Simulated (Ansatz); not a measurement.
Take BN in the zinc blende structure (space group F-43m, No. 216; a = 3.581 Å) as the base.

Modification: every lattice vector is shortened by 2.00 %; the atoms relax in the strained cell.

Level of theory: Ansatz (an electronic-structure program), LDA, PAW, cutoff 420 eV, no spin-orbit coupling.

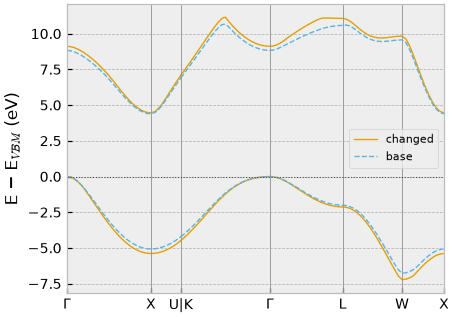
Fig. 1. Highest valence and lowest conduction band along the path, each from its own valence-band maximum

**Question.** From the figure, how large is the changed gap, and is it direct?

**Answer.** About 4.5 eV, indirect, Γ → X.

Whether these cells are dynamically stable was not tested.
